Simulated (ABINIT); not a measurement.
# Beyond one shot: GaAs (F-43m)

How far does self-consistency move the gap of GaAs (F-43m)?

Calculated with ABINIT 10.8.3; LDA and many-body steps on it, plane waves.

**The experiments to reproduce.**

- Gap 1.51 eV: band-edge emission energy from PL (direct gap at Gamma); photoluminescence, 633 nm excitation; 77 K; bulk crystal (MBE GaAs matrix around a thin InAs wetting layer on semi-insulating GaAs (100)) (“Photoluminescence of InAs/GaAs quantum dots under direct two-photon excitation”, 2020, pmc:7331710).

- Gap 1.418 ± 0.005 eV: direct gap E0 at Gamma from PR; modulated photoreflectance, low-field lineshape fit; 300 K; bulk crystal (semi-insulating GaAs(001) reference substrate) (“Evidence of valence band perturbations in GaAsN/GaAs(001): A combined variable-angle spectroscopic ellipsometry and modulated photoreflectance investigation”, 2008, arxiv:0805.2212).

- Gap 1.42 eV: fundamental direct gap E0 at Gamma, seen as sharp points in Psi and Delta; spectroscopic ellipsometry; 300 K; bulk crystal (semi-insulating GaAs (100) substrate) (“Ellipsometric study of the Electronic Structure of GaMnAs and LT-GaAs”, 2004, arxiv:cond-mat/0404304).

- Gap 1.42 eV: band-edge photoluminescence emission energy of the GaAs substrate; time-integrated photoluminescence; 300 K; bulk crystal ((001) GaAs substrate beneath GaBiAs epilayers) (“Investigation of the anisotropic electron g factor as a probe of the electronic structure of GaBixAs1-x/GaAs epilayers”, 2014, arxiv:1409.8467).

- Gap 1.412 ± 0.01 eV: direct gap E0 at Gamma from ellipsometry; variable-angle spectroscopic ellipsometry, parametric critical-point fit; 300 K; bulk crystal (semi-insulating GaAs(001) reference substrate with native oxide) (“Evidence of valence band perturbations in GaAsN/GaAs(001): A combined variable-angle spectroscopic ellipsometry and modulated photoreflectance investigation”, 2008, arxiv:0805.2212).

This is a report of a sequence of runs, with most program output left out.

## 1. Starting point

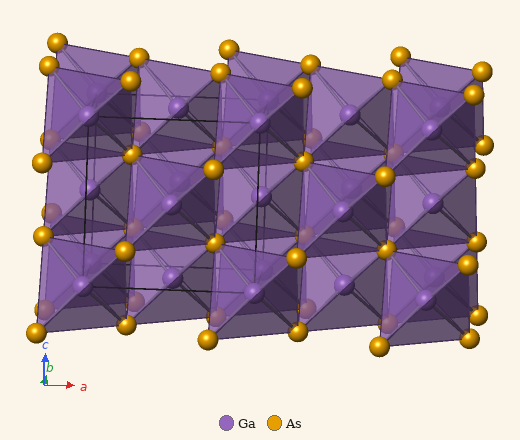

Start, viewed slightly off an axis; gallium purple, arsenic orange. 2×1×1 cells are drawn. This picture shows the conventional cell, with its axes. Some periodic images of atoms are drawn too.

The cell and positions come from the Crystallography Open Database and are kept as given unless a step says otherwise.

## 2. Empty states on the mesh, 4×4×4 mesh, 247 bands

This step: ABINIT 10.8.3; DFT, LDA, plane waves, norm-conserving pseudopotentials.

The sums over transitions need many empty states on a uniform mesh; this step solves for them.

Input file run.abi:

```
acell 3*1.0 Angstrom
rprim 
  0.000000000000 2.826850000000 2.826850000000
  2.826850000000 0.000000000000 2.826850000000
  2.826850000000 2.826850000000 0.000000000000
ntypat 2
znucl 31 33
natom 2
typat 1 2
xred 
  0.000000000000 0.000000000000 0.000000000000
  0.250000000000 0.250000000000 0.250000000000
pp_dirpath "pseudos"
pseudos "Ga.upf, As.upf"
ecut 45
ngkpt 4 4 4
nshiftk 1
shiftk 0 0 0
kptopt 1
chksymbreak 0
irdden 1
istwfk *1
nband 247
prtvol 0
optdriver 6
gwr_task "HDIAGO"
paral_kgb 0
occopt 1
indata_prefix "in"
outdata_prefix "out"
tmpdata_prefix "tmp"
```

The run is started by

```
$ OMP_NUM_THREADS=1 mpirun -n 4 abinit run.abi > log
```

It took 2.1 min on 4 MPI ranks of Arm Neoverse V1, shared host; peak memory 4.4 GiB.

Numbers from this step:

| Item | Value |
| --- | --- |
| gap | 0.2656 eV |
| k of the valence top | 0, 0, 0 |
| k of the conduction bottom | 0, 0, 0 |
| least direct gap | 0.2656 eV |
| k points computed | 8 |
| lowest point of the top converged band, above the valence top | 153.4332 eV |

On this mesh the gap is 0.266 eV.

The density comes from a self-consistent run that is not shown.

## 3. Screening, 4×4×4 mesh, 239 bands, screening to 244.9 eV

The RPA dielectric matrix is built and inverted for each q.

This step: RPA screening on LDA, plane waves, norm-conserving pseudopotentials.

Edit run.abi of step 2 so:

```diff
@@ -20,10 +20,11 @@
 chksymbreak 0
-irdden 1
 istwfk *1
-nband 247
-prtvol 0
-optdriver 6
-gwr_task "HDIAGO"
-paral_kgb 0
 occopt 1
+irdwfk 1
+optdriver 3
+nband 239
+ecuteps 9
+inclvkb 2
+awtr 1
+symchi 1
 indata_prefix "in"
```

The job ended after 4.6 min (4 MPI ranks; peak memory 2.3 GiB).

Numbers from this step:

```yaml
eps_infinity_with_local_fields_on_this_mesh_along_the_program_s_q_direction: 820.8
the_same_without_local_fields: 897.2
plasma_frequency: 36.65 eV
plane_waves_in_the_screening_matrix: 411
```

Local fields lower ε∞ by 9 %. The value itself is an artefact of the mesh, where one narrow direct gap carries too much weight.

## 4. G0W0

The self-energy is evaluated for the states that the input lists, and the levels follow from it, in one-shot runs by the linearised quasiparticle equation.

This step: G0W0 on LDA, plane waves, norm-conserving pseudopotentials.

Edit run.abi of step 3 so:

```diff
@@ -23,8 +23,19 @@
 irdwfk 1
-optdriver 3
+optdriver 4
 nband 239
+gwcalctyp 0
+ecutsigx 45
+symsigma 1
+nkptgw 3
+kptgw 
+  0.0000000000 0.0000000000 0.0000000000
+  0.5000000000 0.0000000000 0.0000000000
+  0.5000000000 0.5000000000 0.0000000000
+bdgw 
+  20 26
+  21 25
+  21 24
 ecuteps 9
-inclvkb 2
-awtr 1
-symchi 1
+irdscr 1
+ppmodel 1
 indata_prefix "in"
```

Elapsed: 90 s, on 4 MPI ranks; peak memory 2.2 GiB; 6 min of CPU time.

Numbers from this step:

```
G0W0 gap on the points computed              : 1.093 eV
starting gap on the mesh                     : 0.2656 eV
k of the valence top                         : 0, 0, 0
k of the conduction bottom                   : 0, 0, 0
Z at the valence top                         : 0.8
Z at the conduction bottom                   : 0.803
least direct G0W0 gap on the computed points : 1.093 eV
```

The gap on the mesh goes from 0.27 eV to 1.09 eV, a correction of +0.83 eV.

## 5. evGW0, cycle 1

This step: evGW0 on LDA, plane waves, norm-conserving pseudopotentials.

Edit run.abi of step 4 so:

```diff
@@ -25,14 +25,24 @@
 nband 239
-gwcalctyp 0
+gwcalctyp 10
 ecutsigx 45
 symsigma 1
-nkptgw 3
+nkptgw 8
 kptgw 
   0.0000000000 0.0000000000 0.0000000000
+  0.2500000000 0.0000000000 0.0000000000
   0.5000000000 0.0000000000 0.0000000000
+  0.2500000000 0.2500000000 0.0000000000
+  0.5000000000 0.2500000000 0.0000000000
+  -0.2500000000 0.2500000000 0.0000000000
   0.5000000000 0.5000000000 0.0000000000
+  -0.2500000000 0.5000000000 0.2500000000
 bdgw 
   20 26
-  21 25
-  21 24
+  20 26
+  20 26
+  20 26
+  20 26
+  20 26
+  20 26
+  20 26
 ecuteps 9
```

Run time: 9.1 min. Hardware: 4 MPI ranks; peak memory 2.4 GiB.

This step gave:

| Quantity | Value |
| --- | --- |
| quasiparticle gap on the mesh | 1.296 eV |
| gap of the density functional on the mesh | 0.2656 eV |
| k of the valence top | 0, 0, 0 |
| k of the conduction bottom | 0, 0, 0 |
| Z at the valence top | 0.8 |
| Z at the conduction bottom | 0.803 |
| least direct quasiparticle gap on the computed points | 1.296 eV |

Against G0W0 in ABINIT (4×4×4 mesh, 239 bands, screening to 244.9 eV, Godby-Needs plasmon pole), the gap moves by +0.203 eV. This first cycle still uses the starting levels; it takes the full correction, at all points of the mesh, and its linearised value is 1.093 eV.

## 6. evGW0, cycle 2

The corrected levels of the last cycle go back in.

Edit run.abi of step 5 so:

```diff
@@ -50,2 +50,3 @@
 ppmodel 1
+irdqps 1
 indata_prefix "in"
```

It took 9.1 min on 4 MPI ranks; peak memory 2.4 GiB; 36 min of CPU time.

This step gave:

- quasiparticle gap on the mesh: 1.156 eV
- gap of the density functional on the mesh: 0.2656 eV
- k of the valence top: 0, 0, 0
- k of the conduction bottom: 0, 0, 0
- least direct quasiparticle gap on the computed points: 1.156 eV

Against the cycle before, the gap moves by −0.140 eV.

## 7. evGW0, cycle 3

run.abi is that of step 6.

The job ended after 9.1 min (4 MPI ranks; peak memory 2.4 GiB).

This step gave:

| Item | Value |
| --- | --- |
| quasiparticle gap on the mesh | 1.175 eV |
| gap of the density functional on the mesh | 0.2656 eV |
| k of the valence top | 0, 0, 0 |
| k of the conduction bottom | 0, 0, 0 |
| least direct quasiparticle gap on the computed points | 1.175 eV |

Against the cycle before, the gap moves by +0.019 eV.

## 8. evGW0, cycle 4

run.abi is that of step 7.

Run time: 9 min. Hardware: 4 MPI ranks; peak memory 2.4 GiB; 36 min of CPU time.

Numbers from this step:

- quasiparticle gap on the mesh: 1.173 eV
- gap of the density functional on the mesh: 0.2656 eV
- k of the valence top: 0, 0, 0
- k of the conduction bottom: 0, 0, 0
- least direct quasiparticle gap on the computed points: 1.173 eV

Against the cycle before, the gap moves by −0.002 eV.

## 9. Screening, 4×4×4 mesh, 239 bands, screening to 244.9 eV

This step: RPA screening on LDA, plane waves, norm-conserving pseudopotentials.

Input file run.abi:

```
acell 3*1.0 Angstrom
rprim 
  0.000000000000 2.826850000000 2.826850000000
  2.826850000000 0.000000000000 2.826850000000
  2.826850000000 2.826850000000 0.000000000000
ntypat 2
znucl 31 33
natom 2
typat 1 2
xred 
  0.000000000000 0.000000000000 0.000000000000
  0.250000000000 0.250000000000 0.250000000000
pp_dirpath "pseudos"
pseudos "Ga.upf, As.upf"
ecut 45
ngkpt 4 4 4
nshiftk 1
shiftk 0 0 0
kptopt 1
chksymbreak 0
istwfk *1
occopt 1
irdwfk 1
optdriver 3
nband 239
ecuteps 9
inclvkb 2
awtr 1
symchi 1
gwcalctyp 10
mbpt_sciss 0.754 eV
nqptdm 1
qptdm 
  0 0 0
indata_prefix "in"
outdata_prefix "out"
tmpdata_prefix "tmp"
```

The job ended after 30 s (4 MPI ranks; peak memory 2.2 GiB).

This step gave:

```yaml
eps_infinity_with_local_fields_on_this_mesh_along_the_program_s_q_direction: 241.3
the_same_without_local_fields: 248.7
plasma_frequency: 36.65 eV
plane_waves_in_the_screening_matrix: 411
```

This screening uses the functional's bands under a rigid shift, the mean opening of the cycle before.

## 10. Screening, 4×4×4 mesh, 239 bands, screening to 244.9 eV

This step: RPA screening on LDA from quasiparticle energies, plane waves, norm-conserving pseudopotentials.

Edit run.abi of step 9 so:

```diff
@@ -29,7 +29,13 @@
 symchi 1
+irdqps 1
 gwcalctyp 10
-mbpt_sciss 0.754 eV
-nqptdm 1
+nqptdm 7
 qptdm 
-  0 0 0
+  0.2500000000 0.0000000000 0.0000000000
+  0.5000000000 0.0000000000 0.0000000000
+  0.2500000000 0.2500000000 0.0000000000
+  0.5000000000 0.2500000000 0.0000000000
+  -0.2500000000 0.2500000000 0.0000000000
+  0.5000000000 0.5000000000 0.0000000000
+  -0.2500000000 0.5000000000 0.2500000000
 indata_prefix "in"
```

Input file mrgscr.stdin:

```
2
merged
q0_SCR
out_SCR
1
```

The run is started by

```
$ OMP_NUM_THREADS=1 mpirun -n 4 abinit run.abi > log; mrgscr < mrgscr.stdin
```

It took 3.8 min on 4 MPI ranks; peak memory 2.3 GiB; 15 min of CPU time.

This step gave:

```yaml
plasma_frequency: 36.65 eV
plane_waves_in_the_screening_matrix: 411
```

This screening reads the quasiparticle levels of the cycle before.

## 11. evGW, cycle 1

This step: evGW on LDA, plane waves, norm-conserving pseudopotentials.

Edit run.abi of step 10 so:

```diff
@@ -23,12 +23,10 @@
 irdwfk 1
-optdriver 3
+optdriver 4
 nband 239
-ecuteps 9
-inclvkb 2
-awtr 1
-symchi 1
-irdqps 1
 gwcalctyp 10
-nqptdm 7
-qptdm 
+ecutsigx 45
+symsigma 1
+nkptgw 8
+kptgw 
+  0.0000000000 0.0000000000 0.0000000000
   0.2500000000 0.0000000000 0.0000000000
@@ -40,2 +38,15 @@
   -0.2500000000 0.5000000000 0.2500000000
+bdgw 
+  20 26
+  20 26
+  20 26
+  20 26
+  20 26
+  20 26
+  20 26
+  20 26
+ecuteps 9
+irdscr 1
+ppmodel 1
+irdqps 1
 indata_prefix "in"
```

The run is started by

```
$ OMP_NUM_THREADS=1 mpirun -n 4 abinit run.abi > log
```

The job ended after 9.1 min (4 MPI ranks; peak memory 2.4 GiB; 36 min of CPU time).

This step gave:

- quasiparticle gap on the mesh: 1.215 eV
- gap of the density functional on the mesh: 0.2656 eV
- k of the valence top: 0, 0, 0
- k of the conduction bottom: 0, 0, 0
- least direct quasiparticle gap on the computed points: 1.215 eV

Against G0W0 in ABINIT (4×4×4 mesh, 239 bands, screening to 244.9 eV, Godby-Needs plasmon pole), the gap moves by +0.122 eV.

## 12. Screening, 4×4×4 mesh, 239 bands, screening to 244.9 eV

This step: RPA screening on LDA, plane waves, norm-conserving pseudopotentials.

Input file run.abi:

```
acell 3*1.0 Angstrom
rprim 
  0.000000000000 2.826850000000 2.826850000000
  2.826850000000 0.000000000000 2.826850000000
  2.826850000000 2.826850000000 0.000000000000
ntypat 2
znucl 31 33
natom 2
typat 1 2
xred 
  0.000000000000 0.000000000000 0.000000000000
  0.250000000000 0.250000000000 0.250000000000
pp_dirpath "pseudos"
pseudos "Ga.upf, As.upf"
ecut 45
ngkpt 4 4 4
nshiftk 1
shiftk 0 0 0
kptopt 1
chksymbreak 0
istwfk *1
occopt 1
irdwfk 1
optdriver 3
nband 239
ecuteps 9
inclvkb 2
awtr 1
symchi 1
gwcalctyp 10
mbpt_sciss 0.831 eV
nqptdm 1
qptdm 
  0 0 0
indata_prefix "in"
outdata_prefix "out"
tmpdata_prefix "tmp"
```

Wall time 31 s (4 MPI ranks); peak memory 2.3 GiB; 2.1 min of CPU time.

This step gave:

```
ε∞ with local fields, on this mesh, along the program's q direction : 225.7
the same without local fields                                       : 232.4
plasma frequency                                                    : 36.65 eV
plane waves in the screening matrix                                 : 411
```

This screening uses the functional's bands under a rigid shift, the mean opening of the cycle before.

## 13. Screening, 4×4×4 mesh, 239 bands, screening to 244.9 eV

This step: RPA screening on LDA from quasiparticle energies, plane waves, norm-conserving pseudopotentials.

Edit run.abi of step 12 so:

```diff
@@ -29,7 +29,13 @@
 symchi 1
+irdqps 1
 gwcalctyp 10
-mbpt_sciss 0.831 eV
-nqptdm 1
+nqptdm 7
 qptdm 
-  0 0 0
+  0.2500000000 0.0000000000 0.0000000000
+  0.5000000000 0.0000000000 0.0000000000
+  0.2500000000 0.2500000000 0.0000000000
+  0.5000000000 0.2500000000 0.0000000000
+  -0.2500000000 0.2500000000 0.0000000000
+  0.5000000000 0.5000000000 0.0000000000
+  -0.2500000000 0.5000000000 0.2500000000
 indata_prefix "in"
```

mrgscr.stdin is that of step 10.

The run is started by

```
$ OMP_NUM_THREADS=1 mpirun -n 4 abinit run.abi > log; mrgscr < mrgscr.stdin
```

Elapsed: 4.1 min, on 4 MPI ranks; peak memory 2.3 GiB; 16 min of CPU time.

Numbers from this step:

- plasma frequency: 36.65 eV
- plane waves in the screening matrix: 411

This screening reads the quasiparticle levels of the cycle before.

## 14. evGW, cycle 2

This step: evGW on LDA, plane waves, norm-conserving pseudopotentials.

Edit run.abi of step 13 so:

```diff
@@ -23,12 +23,10 @@
 irdwfk 1
-optdriver 3
+optdriver 4
 nband 239
-ecuteps 9
-inclvkb 2
-awtr 1
-symchi 1
-irdqps 1
 gwcalctyp 10
-nqptdm 7
-qptdm 
+ecutsigx 45
+symsigma 1
+nkptgw 8
+kptgw 
+  0.0000000000 0.0000000000 0.0000000000
   0.2500000000 0.0000000000 0.0000000000
@@ -40,2 +38,15 @@
   -0.2500000000 0.5000000000 0.2500000000
+bdgw 
+  20 26
+  20 26
+  20 26
+  20 26
+  20 26
+  20 26
+  20 26
+  20 26
+ecuteps 9
+irdscr 1
+ppmodel 1
+irdqps 1
 indata_prefix "in"
```

The run is started by

```
$ OMP_NUM_THREADS=1 mpirun -n 4 abinit run.abi > log
```

It took 9.1 min on 4 MPI ranks; peak memory 2.4 GiB; 36 min of CPU time.

Numbers from this step:

```yaml
quasiparticle_gap_on_the_mesh: 1.222 eV
gap_of_the_density_functional_on_the_mesh: 0.2656 eV
k_of_the_valence_top: 0, 0, 0
k_of_the_conduction_bottom: 0, 0, 0
least_direct_quasiparticle_gap_on_the_computed_points: 1.222 eV
```

Against the cycle before, the gap moves by +0.007 eV.

## 15. Side by side

Times are wall times on 4 MPI ranks of Arm Neoverse V1, shared host, good to a factor of about two. A run's time includes the screening step that it read.

```
           run   mesh  bands  screening cutoff (eV)  DFT gap (eV)  gap on the mesh (eV)  direct (eV)  ε∞ used     time
          G0W0  4×4×4    239                  244.9         0.266                 1.093        1.093   820.83  6.1 min
evGW0, cycle 1  4×4×4    239                  244.9         0.266                 1.296        1.296   820.83   14 min
evGW0, cycle 2  4×4×4    239                  244.9         0.266                 1.156        1.156   820.83   14 min
evGW0, cycle 3  4×4×4    239                  244.9         0.266                 1.175        1.175   820.83   14 min
evGW0, cycle 4  4×4×4    239                  244.9         0.266                 1.173        1.173   820.83   14 min
 evGW, cycle 1  4×4×4    239                  244.9         0.266                 1.215        1.215   241.26   13 min
 evGW, cycle 2  4×4×4    239                  244.9         0.266                 1.222        1.222   225.72   14 min
```

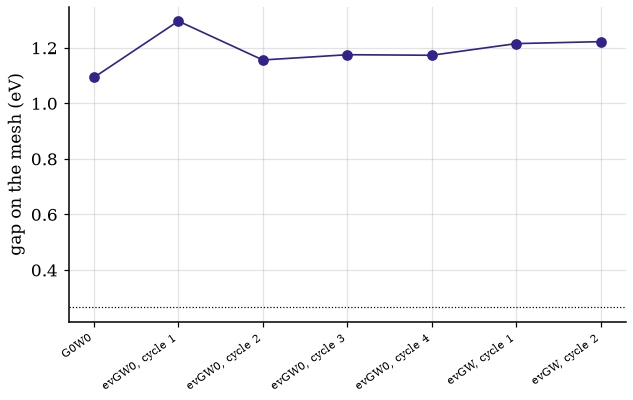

The gap through the cycles; the dotted line is the starting gap.

## 16. What came out

```
G0W0           : 1.093 eV
evGW0, cycle 1 : 1.296 eV
evGW0, cycle 2 : 1.156 eV
evGW0, cycle 3 : 1.175 eV
evGW0, cycle 4 : 1.173 eV
evGW, cycle 1  : 1.215 eV
evGW, cycle 2  : 1.222 eV
known limits   : not at the basis limit; screening runs away on this mesh; no spin-orbit coupling; coarse k mesh
```

Only the bands that the input lists are updated; the others, empty or deep, keep the functional's energies or take a rigid shift. The evGW loop starts from the last levels of evGW0, so its cycles and time come on top of those. evGW0 ends at 1.17 eV, +0.08 eV from G0W0, after 4 cycles that took 36 min beside the first screening; the last moved the gap by 0.002 eV. evGW ends at 1.22 eV, +0.13 eV from G0W0, after 2 cycles that took 27 min beside the first screening; the last moved the gap by 0.007 eV. The first cycle of evGW0 takes the full correction, without the factor Z, so it overshoots the one-shot value. Against experiment, by evGW, cycle 2: the direct gap of 1.22 eV lies −0.29 eV from the measured 1.51 eV (exciton, 77 K, 2020); the direct gap of 1.22 eV lies −0.20 eV from the measured 1.418 ± 0.005 eV (direct, 300 K, 2008); the direct gap of 1.22 eV lies −0.20 eV from the measured 1.42 eV (direct, 300 K, 2004); the direct gap of 1.22 eV lies −0.20 eV from the measured 1.42 eV (exciton, 300 K, 2014); the direct gap of 1.22 eV lies −0.19 eV from the measured 1.412 ± 0.01 eV (direct, 300 K, 2008). An exciton line or allowed optical edge lies below the quasiparticle gap by the binding energy; a forbidden edge can push the onset above it. These are gaps on the mesh, at modest bands and cutoff. The calculation has static nuclei and no excitons; a measured gap holds zero-point and thermal motion, which mostly lowers it. Bands and cutoff are finite, so the gap is not at the basis limit. The miss can reach some tenths of an eV and take either sign; the mesh is an error of its own. The 4×4×4 mesh is coarse for this cell, which bears on the long-range parts of exchange and screening. On this mesh the RPA ε∞ passes 90, more than nearly any semiconductor shows; a coarse mesh does this where one point with a narrow direct gap carries much weight. The screening is then too strong, and the G0W0 gap should not be taken as the material's. In the updated screening the q = 0 part is built from Kohn-Sham bands under a rigid shift, the other q from the quasiparticle levels. The many-body steps are scalar-relativistic: spin-orbit coupling is not in them.

[Paths, hosts, dates, memory and timing lines, banners, echoed tables and standing remarks are left out of the program output.]

[Logs are printed without paths, hosts, clocks, repeated set-up lines and the standing remarks that a program may print on its own settings, such as how far it seeks lower states.]

[Runs of the session that timed out or met a known fault of the program may be left out.]

[No measured gap is set beside runs whose start may be inverted or whose files or cutoffs have a known fault.]

[Loops that did not settle are left out.]

[Hosts, paths, dates, database ids (printed as entryN), source tags and the programs' standing remarks are cut or masked in the printed files.]

[G0W0 gaps are taken among the corrected bands and points alone; a level outside them can change the order at an edge.]

[Where Ansatz stands beside ABINIT at settings called matched, ABINIT's density can come from a denser mesh and the files from another edition; pairs whose starting gaps differed by over 0.03 eV were left out, so agreement reads better than it is.]
